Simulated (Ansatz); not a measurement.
# One shape, several levels: C2F3 (trifluorovinyl radical)

Wanted: a comparison of 6 runs (UHF/def2-SVP, UHF/pcseg-2, UB3LYP/6-31G*, UPBE0/def2-SVP, UMP2/6-311+G**) of C2F3 (trifluorovinyl radical). 

Program for the calculation: Ansatz 0.2.0.

5 further runs of the same task are left out: 2 that didn't finish, 3 set aside as unsound or not needed. Runs told in other sessions of the task aren't counted.

## (1) The structure to begin with

C2F3: 5 atoms, total charge 0, spin state doublet. As SMILES, `F[C]=C(F)F`. The coordinates come from a PBE0-D4/def2-TZVP relaxation.

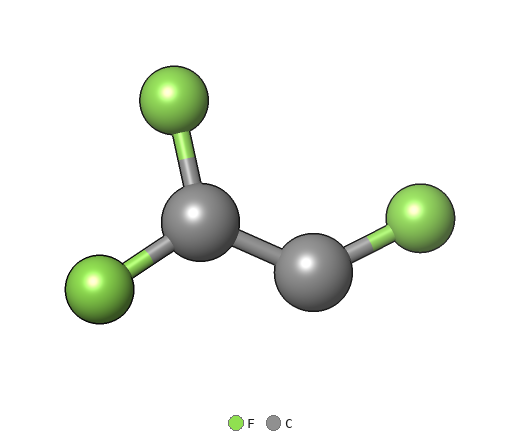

The structure, seen from a chosen angle (fluorine green, carbon grey).

## (2) Energy and gradient at UHF/def2-SVP (run 1)

Input file job.yaml:

```yaml
crystal:
  periodic: [false, false, false]
  atoms:
    - {symbol: F, position_ang: [0.577720, -1.033470, 1.511080]}
    - {symbol: C, position_ang: [0.506940, 0.038840, 0.785720]}
    - {symbol: C, position_ang: [-0.126500, 0.247860, -0.343200]}
    - {symbol: F, position_ang: [-0.848620, -0.650470, -0.980670]}
    - {symbol: F, position_ang: [-0.109540, 1.397240, -0.972920]}
basis:
  gaussian:
    orbitals: def2-SVP
accuracy: high
magnetization:
  spin_polarized: true
  initial_magnetization: 1
hamiltonian:
  xc: hf
output:
  forces: true
  orbitals: {seedname: orbitals}
```

Run with:

```console
$ ansatz run job.yaml --threads 1 --pin off --max-ram 3480MiB --events-out events.jsonl --progress --plain --runs-dir runs
```

Standard output:

```text
Warning: RAYON_NUM_THREADS=1 ignored (pool sized by the plan → 1); use --threads N
Functional definition: HF
  name "HF"
  exchange = exact_x
  correlation = 0
1497 factors; integrals over basis functions are off by at most 3.2e-9 eV
mean field evaluation 1: about -10163.9660 eV, gradient 2.3e1 eV
mean field evaluation 2: about -10164.0865 eV, gradient 2.3e1 eV
mean field evaluation 4: about -10166.5124 eV, gradient 3.3e0 eV
mean field evaluation 8: about -10166.6629 eV, gradient 7.8e-1 eV
mean field evaluation 16: about -10166.7565 eV, gradient 5.1e-8 eV
mean field -10166.75646539 eV, -373.6214088281 hartree, gradient 5.5e-8 eV, S^2 0.948107; 0 other end points of the search recorded, 0 dependent functions left out
the calculation of the forces begins
reference -10166.75646539 eV, -373.6214088281 hartree; 20, 19 occupied and 50, 51 virtual orbitals, 1497 factors
Total energy: -10166.75646539 eV, -373.6214088281 hartree
Atom 0 at     0.577720    -1.033470     1.511080 Å, force    -0.122902     0.305955    -0.370379 eV/Å
Atom 1 at     0.506940     0.038840     0.785720 Å, force     0.445926    -0.209365     0.829862 eV/Å
Atom 2 at    -0.126500     0.247860    -0.343200 Å, force    -0.906279    -0.022428    -1.431389 eV/Å
Atom 3 at    -0.848620    -0.650470    -0.980670 Å, force     0.577440     0.716240     0.510858 eV/Å
Atom 4 at    -0.109540     1.397240    -0.972920 Å, force     0.005815    -0.790402     0.461048 eV/Å
Dipole moment:     0.078905     0.074108     0.083411 e Å
```

It took 3.3 s on 1 thread of Arm Neoverse V1, shared host.

## (3) Energy and gradient at UHF/pcseg-2 (run 2)

Input file molecule.yaml:

```yaml
crystal:
  periodic: [false, false, false]
  atoms:
    - symbol: F
      position_ang: [0.577720, -1.033470, 1.511080]
    - symbol: C
      position_ang: [0.506940, 0.038840, 0.785720]
    - symbol: C
      position_ang: [-0.126500, 0.247860, -0.343200]
    - symbol: F
      position_ang: [-0.848620, -0.650470, -0.980670]
    - symbol: F
      position_ang: [-0.109540, 1.397240, -0.972920]
basis:
  gaussian: {orbitals: pcseg-2}
magnetization: {spin_polarized: true, initial_magnetization: 1}
hamiltonian: {xc: hf}
accuracy: high
output: {forces: true, orbitals: {seedname: orbitals}}
```

Run with:

```console
$ ansatz run molecule.yaml --threads 1 --pin off --max-ram 3480MiB --events-out events.jsonl --progress --plain --runs-dir runs
```

Standard output (excerpt; [...] marks lines left out):

```text
Warning: RAYON_NUM_THREADS=1 ignored (pool sized by the plan → 1); use --threads N
[... 2 set-up lines as earlier in the session ...]
[...]
2613 factors; integrals over basis functions are off by at most 3.0e-9 eV
[...]
mean field -10178.90504707 eV, -374.0678609702 hartree, gradient 2.3e-8 eV, S^2 0.933872; 0 other end points of the search recorded, 0 dependent functions left out
[...]
reference -10178.90504707 eV, -374.0678609702 hartree; 20, 19 occupied and 130, 131 virtual orbitals, 2613 factors
Total energy: -10178.90504707 eV, -374.0678609702 hartree
Atom 0 at     0.577720    -1.033470     1.511080 Å, force    -0.125753     0.368581    -0.410696 eV/Å
Atom 1 at     0.506940     0.038840     0.785720 Å, force     0.131241    -0.173487     0.307850 eV/Å
Atom 2 at    -0.126500     0.247860    -0.343200 Å, force    -0.584288    -0.104510    -0.871347 eV/Å
Atom 3 at    -0.848620    -0.650470    -0.980670 Å, force     0.603295     0.790910     0.509397 eV/Å
Atom 4 at    -0.109540     1.397240    -0.972920 Å, force    -0.024496    -0.881494     0.464796 eV/Å
Dipole moment:     0.072735     0.064741     0.078928 e Å
```

It took 27 s on 1 thread of Arm Neoverse V1, shared host; peak memory 0.56 GiB.

Runs 3 to 5 aren't shown in full; the table further down has their settings and results.

## (4) Energy and forces at UMP2/6-311+G(d,p) (run 6)

Input file molecule.yaml:

```yaml
crystal:
  periodic: [false, false, false]
  atoms:
    - {symbol: F, position_ang: [0.577720, -1.033470, 1.511080]}
    - {symbol: C, position_ang: [0.506940, 0.038840, 0.785720]}
    - {symbol: C, position_ang: [-0.126500, 0.247860, -0.343200]}
    - {symbol: F, position_ang: [-0.848620, -0.650470, -0.980670]}
    - {symbol: F, position_ang: [-0.109540, 1.397240, -0.972920]}
basis:
  gaussian:
    orbitals: 6-311+G_st__st_.json
total_charge: 0
magnetization:
  spin_polarized: true
  initial_magnetization: 1
correlation:
  method: mp2
  frozen_orbitals: {C: 1, F: 1}
accuracy: high
output: {forces: true, orbitals: {seedname: orbitals}}
```

The basis set 6-311+G** is read from a file made from the Basis Set Exchange's data (not shown).

Run with:

```console
$ ansatz run molecule.yaml --threads 1 --pin off --max-ram 3480MiB --events-out events.jsonl --progress --plain --runs-dir runs
```

Standard output (excerpt; [...] marks lines left out):

```text
Warning: RAYON_NUM_THREADS=1 ignored (pool sized by the plan → 1); use --threads N
[... 2 set-up lines as earlier in the session ...]
[...]
2010 factors; integrals over basis functions are off by at most 3.1e-9 eV
[...]
mean field -10177.87375751 eV, -374.0299617777 hartree, gradient 2.1e-8 eV, S^2 0.948828; 1 other end points of the search recorded, 0 dependent functions left out
5 core orbitals not correlated: weight in the atoms' cores, before any rotation towards them, 1.000 or more for the frozen orbitals, at most 0.000 for the correlated occupied ones
reference -10177.87375751 eV, -374.0299617777 hartree; 15, 14 occupied and 90, 91 virtual orbitals, 2010 factors
second order -22.78787461 eV of doubles, -0.00000000 eV of singles
[...]
Total energy: -10200.66163211 eV, -374.8674007234 hartree
Atom 0 at     0.577720    -1.033470     1.511080 Å, force     0.035285    -0.249771     0.199242 eV/Å
Atom 1 at     0.506940     0.038840     0.785720 Å, force    -0.794131     0.437233    -1.515895 eV/Å
Atom 2 at    -0.126500     0.247860    -0.343200 Å, force     0.874724    -0.278308     1.553198 eV/Å
Atom 3 at    -0.848620    -0.650470    -0.980670 Å, force    -0.091251    -0.097196    -0.090014 eV/Å
Atom 4 at    -0.109540     1.397240    -0.972920 Å, force    -0.024628     0.188043    -0.146530 eV/Å
Dipole moment:     0.045774     0.014380     0.064722 e Å
```

Run time: 29 s. Hardware: 1 thread of Arm Neoverse V1, shared host; peak memory 0.5 GiB.

## (5) The series

```
run                                level  Cartesian functions  frozen core orbitals  energy (Eh)  dipole moment (D)  HOMO energy (eV)  LUMO energy (eV)  wall time
  1                         UHF/def2-SVP                   no                     –  -373.621409               0.66            -11.15              1.84      3.3 s
  2                          UHF/pcseg-2                   no                     –  -374.067861               0.60            -11.11              1.46       27 s
  3  UB3LYP/6-31G* (spherical functions)                   no                     –  -375.574749               0.29             -6.86             -3.35       12 s
  4                       UPBE0/def2-SVP                   no                     –  -374.936825               0.31             -7.48             -3.22       11 s
  5  UB3LYP/6-31G* (Cartesian functions)                  yes                     –  -375.579127               0.29             -6.86             -3.36       12 s
  6                       UMP2/6-311+G**                   no                     5  -374.867401               0.39            -11.26              0.92       29 s
```

## (6) Results

```
                                                         quantity          value
                                              run 6: total energy  -374.86740 Eh
                        run 6: dipole moment (correlated density)         0.39 D
run 6: HOMO energy (Hartree–Fock orbitals) (highest over α and β)      -11.26 eV
 run 6: LUMO energy (Hartree–Fock orbitals) (lowest over α and β)        0.92 eV
               run 6: correlation energy (5 core orbitals frozen)     -837.4 mEh
                         run 6: ⟨S²⟩ of the reference determinant          0.949
                                  run 6: largest force on an atom     1.804 eV/Å
```

In words: The dipole moment (its size) runs from 0.29 D (UB3LYP/6-31G*) to 0.66 D (UHF/def2-SVP). The two ends differ in method and basis. Totals of different functionals can't be ranked against each other. Spin contamination of the reference: run 6 ⟨S²⟩ = 0.95, run 1 ⟨S²⟩ = 0.95, run 2 ⟨S²⟩ = 0.93. All runs together took 95 s, the longest 29 s.
